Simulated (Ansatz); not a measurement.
# InH3 (SMILES [InH3]) at 6 levels

Aim: a comparison of 6 runs (B2PLYP/STO-3G, r2SCAN0/STO-3G, revPBE/STO-3G, RPA@PBE/STO-3G, CCSD/STO-3G, CCSD(T)/STO-3G) of InH3. 

The calculation is run with Ansatz 0.2.0.

29 further runs of the same task are left out: 1 that didn't finish, 28 set aside as unsound or not needed.

### 1 The molecule

InH3 has 4 atoms, charge 0, and is taken as a singlet. SMILES: `[InH3]`. The H3–In1 distance was set to 2.586 Å, away from the relaxed value. At this shape a bond of the SMILES string is far longer than usual.

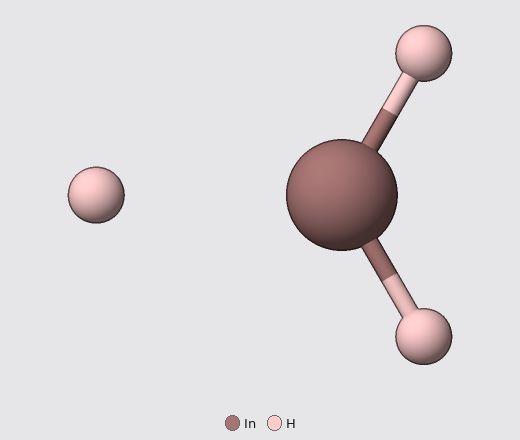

The structure, seen from a chosen angle (indium brown, hydrogen pink).

### 2 The energy at B2PLYP/STO-3G (run 1)

molecule.yaml reads:

```yaml
basis:
  gaussian: {orbitals: STO-3G}
crystal:
  periodic: [false, false, false]
  atoms:
    - {symbol: In, position_ang: [0.568661, 0.031001, 0.653063]}
    - {symbol: H, position_ang: [0.970261, 1.562101, 1.336363]}
    - {symbol: H, position_ang: [-1.095600, -0.107300, -1.321400]}
    - {symbol: H, position_ang: [1.276561, -1.407899, 1.286163]}
hamiltonian: {xc: {name: B2PLYP}}
correlation: {frozen_orbitals: {H: 0, In: 18}}
accuracy: high
```

The run is started by

```bash
$ ansatz run molecule.yaml --threads 1 --pin off --max-ram 2610MiB --events-out events.jsonl --progress --plain --runs-dir runs
```

Standard output:

```text
Warning: RAYON_NUM_THREADS=1 ignored (pool sized by the plan → 1); use --threads N
Functional definition: B2PLYP
  name "B2PLYP"
  parameter a = 0.53
  parameter c = 0.27
  exchange = (1 - a)*b88_x + a*exact_x
  correlation = (1 - c)*lyp_c + c*(mp2_os + mp2_ss)
524 factors; integrals over basis functions are off by at most 3.9e-9 eV
mean field evaluation 1: about -154722.6805 eV, gradient 1.3e1 eV
mean field evaluation 2: about -154722.6452 eV, gradient 1.3e1 eV
mean field evaluation 4: about -154724.0204 eV, gradient 6.0e-1 eV
mean field evaluation 8: about -154724.0212 eV, gradient 5.0e-3 eV
mean field evaluation 16: about -154724.0212 eV, gradient 1.3e-8 eV
mean field -154724.02118380 eV, -5686.0029027965 hartree, gradient 1.3e-8 eV, S^2 0.000000; 0 other end points of the search recorded, 0 dependent functions left out; unrestricted orbitals would lower it
18 core orbitals not correlated: weight in the atoms' cores, before any rotation towards them, 1.000 or more for the frozen orbitals, at most 0.000 for the correlated occupied ones
reference -154724.02120103 eV, -5686.0029034296 hartree; 8, 8 occupied and 4, 4 virtual orbitals, 524 factors
second order -1.96067144 eV of doubles, -0.00000000 eV of singles
Total energy: -154724.55058232 eV, -5686.0223578332 hartree
```

It took 2 s on 1 thread of Arm Neoverse V1, shared host; peak memory 0.1 GiB.

### 3 The energy at r2SCAN0/STO-3G (run 2)

molecule.yaml reads:

```yaml
crystal:
  periodic: [false, false, false]
  atoms:
    - symbol: In
      position_ang: [0.568661, 0.031001, 0.653063]
    - symbol: H
      position_ang: [0.970261, 1.562101, 1.336363]
    - symbol: H
      position_ang: [-1.095600, -0.107300, -1.321400]
    - symbol: H
      position_ang: [1.276561, -1.407899, 1.286163]
basis:
  gaussian: {orbitals: STO-3G}
hamiltonian: {xc: {name: r2SCAN0}}
accuracy: high
```

The run is started by

```bash
$ ansatz run molecule.yaml --threads 1 --pin off --max-ram 2610MiB --events-out events.jsonl --progress --plain --runs-dir runs
```

Standard output:

```text
Warning: RAYON_NUM_THREADS=1 ignored (pool sized by the plan → 1); use --threads N
Functional definition: r2SCAN0
  name "r2SCAN0"
  parameter a = 0.25
  parameter k0 = 0.174
  parameter k1 = 0.065
  parameter a1 = 4.9479
  exchange = (1 - a)*r2scan_x(k0 = k0, k1 = k1, a1 = a1) + a*exact_x
  correlation = r2scan_c
524 factors; integrals over basis functions are off by at most 3.9e-9 eV
mean field evaluation 1: about -154743.6474 eV, gradient 1.5e1 eV
mean field evaluation 2: about -154742.6077 eV, gradient 1.8e1 eV
mean field evaluation 4: about -154745.3173 eV, gradient 2.2e-1 eV
mean field evaluation 8: about -154745.2622 eV, gradient 1.6e-3 eV
mean field evaluation 16: about -154745.2622 eV, gradient 5.9e-8 eV
mean field -154745.26223460 eV, -5686.7834970155 hartree, gradient 5.9e-8 eV, S^2 0.000000; 0 other end points of the search recorded, 0 dependent functions left out
reference -154745.26223493 eV, -5686.7834970277 hartree; 26, 26 occupied and 4, 4 virtual orbitals, 524 factors
Total energy: -154745.26223493 eV, -5686.7834970277 hartree
```

It took 3.6 s on 1 thread of Arm Neoverse V1, shared host; peak memory 0.13 GiB.

Runs 3 to 5 aren't shown in full; the table further down has their settings and results.

### 4 A single-point energy at CCSD(T)/STO-3G (run 6)

input.yaml reads:

```yaml
crystal:
  periodic: [false, false, false]
  atoms:
    - {symbol: In, position_ang: [0.568661, 0.031001, 0.653063]}
    - {symbol: H, position_ang: [0.970261, 1.562101, 1.336363]}
    - {symbol: H, position_ang: [-1.095600, -0.107300, -1.321400]}
    - {symbol: H, position_ang: [1.276561, -1.407899, 1.286163]}
basis:
  gaussian:
    orbitals: STO-3G
correlation:
  method: ccsd_t
  frozen_orbitals: {H: 0, In: 18}
accuracy: high
scf:
  omitted_lower_state_checks: [cluster_reference, increment]
```

The run is started by

```bash
$ ansatz run input.yaml --threads 1 --pin off --max-ram 2610MiB --events-out events.jsonl --progress --plain --runs-dir runs
```

Standard output (excerpt; [...] marks lines left out):

```text
Warning: RAYON_NUM_THREADS=1 ignored (pool sized by the plan → 1); use --threads N
Functional definition: HF
  name "HF"
[...]
524 factors; integrals over basis functions are off by at most 3.9e-9 eV
[...]
mean field -154681.65964964 eV, -5684.4461451296 hartree, gradient 2.3e-8 eV, S^2 0.000000; 0 other end points of the search recorded, 0 dependent functions left out; unrestricted orbitals would lower it
18 core orbitals not correlated: weight in the atoms' cores, before any rotation towards them, 1.000 or more for the frozen orbitals, at most 0.000 for the correlated occupied ones
reference -154681.65964964 eV, -5684.4461451296 hartree; 8, 8 occupied and 4, 4 virtual orbitals, 524 factors
second order -1.38937131 eV of doubles, -0.00000000 eV of singles
cycle   1  -1.93255233 eV  change   -5.4e-1 eV  update   9.7e-2
[...]
cycle  21  -2.36105125 eV  change   9.0e-10 eV  update  2.7e-10
perturbative correction -0.03099928 eV, -0.0011392025 hartree
Total energy: -154684.05170017 eV, -5684.5340513653 hartree
Checks for a lower state left out: cluster_reference, increment
```

Run time: 0.48 s. Hardware: 1 thread of Arm Neoverse V1, shared host.

### 5 All runs side by side

| run | level | frozen core orbitals | energy (Eh) | wall time |
| --- | --- | --- | --- | --- |
| 1 | B2PLYP/STO-3G | 18 | -5686.022358 | 2 s |
| 2 | r2SCAN0/STO-3G | – | -5686.783497 | 3.6 s |
| 3 | revPBE/STO-3G | – | -5686.177322 | 1.4 s |
| 4 | RPA@PBE/STO-3G | 18 | -5684.555178 | 2 s |
| 5 | CCSD/STO-3G | 18 | -5684.532912 | 0.48 s |
| 6 | CCSD(T)/STO-3G | 18 | -5684.534051 | 0.48 s |

### 6 Outcome

```
                                           quantity           value
                                run 6: total energy  -5684.53405 Eh
run 6: correlation energy (18 core orbitals frozen)       -87.9 mEh
                              run 6: (T) correction       -1.14 mEh
                               run 6: T1 diagnostic           0.013
```

Totals of different functionals can't be ranked against each other. In runs 1, 5, 6 the log says that unrestricted orbitals would lower the reference, so the values rest on an unstable closed-shell determinant (other closed-shell runs at this shape may share the fault). In runs 1, 2, 3, 4, 5, 6 the basis is minimal, so the values are rough. In runs 1, 2, 3, 4, 5, 6 relativity is left out where basis or elements ask for it. All runs together took 10 s, the longest 3.6 s.
